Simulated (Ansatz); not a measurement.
Fields on a plane of V3Si (A15, Cr3Si type)

```yaml
crystal:
  lattice:
    - [4.64987, 0.00000, 0.00000]
    - [0.00000, 4.64987, 0.00000]
    - [0.00000, 0.00000, 4.64987]
  atoms:
    - { symbol: V, position: [0.25000, 0.00000, 0.50000] }
    - { symbol: V, position: [0.75000, 0.00000, 0.50000] }
    - { symbol: V, position: [0.00000, 0.50000, 0.25000] }
    - { symbol: V, position: [0.00000, 0.50000, 0.75000] }
    - { symbol: V, position: [0.50000, 0.25000, 0.00000] }
    - { symbol: V, position: [0.50000, 0.75000, 0.00000] }
    - { symbol: Si, position: [0.00000, 0.00000, 0.00000] }
    - { symbol: Si, position: [0.50000, 0.50000, 0.50000] }
```

The slice is a {210} plane (indices of the conventional cell) through the point (0.000, 0.500, 0.750) (fractional), spanned by u = [100] and v = [021] in vectors of this cell: u (4.65 Å) and v (10.40 Å, at 90° to u). It covers one period; positions are fractions (u, v).

Atoms on it: V at (0.25, 0.75); V at (0.75, 0.75); V at (0.00, 0.50); V at (0.00, 0.00); Si at (0.00, 0.25). Other atoms lie within 1 Å of the plane.

The numbers are results of PBEsol (plane waves to 420 eV, PAW, scalar-relativistic; Ansatz, a quantum-chemistry and plane-wave program), not measurements. k mesh 10×10×10. Inside the PAW spheres the values are not all-electron values, and peaks at nuclei hang on which shells count as valence. The PAW data are Ansatz's earlier set. V3Si is run without spin polarisation. V3Si was relaxed with its symmetry unable to fall.

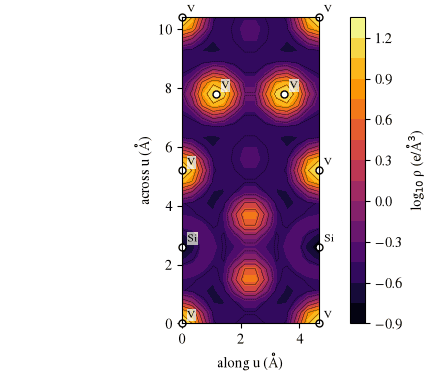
*Log₁₀ of the valence density in e/Å³, one period of the plane, atoms marked. The scale is logarithmic, as a density can span decades between atoms and voids.*

```
|xxx58633685xx|
|xx1897337981x|
|5689987789986|
|9965579975569|
|74xxxx66xxxx4|
|3xxxxx00xxxxx|
|1xxxxxxxxxxxx|
|3xxxxx00xxxxx|
|74xxxx66xxxx4|
|9965579975569|
|5689987789986|
|xx1897337981x|
|xxx58633685xx|
|xxx39855893xx|
|xxx59866895xx|
|xx1884xx4881x|
|35895xxxx5985|
|45881xxxx1885|
|xx272xxxx272x|
|xxx460xx064xx|
|xxx37411473xx|
|xxx460xx064xx|
|xx272xxxx272x|
|45881xxxx1885|
|35895xxxx5985|
|xx1884xx4881x|
|xxx59866895xx|
|xxx39855893xx|
```
Scale: ten equal steps from 2.00 (start of '0') to 10.57 (end of '9'), in the order '0123456789'. Values: electrostatic potential energy of an electron, from the cell's mean, in eV. The map has 13 points along u (one character each, u = 0 at the left) and 28 along v (v = 0 in the bottom row). Points within 1 Å of a nucleus are blanked (x), as the pseudised field means little there. Values under 2 eV are set to 2. The zero, the cell's mean, hangs on the PAW cores.
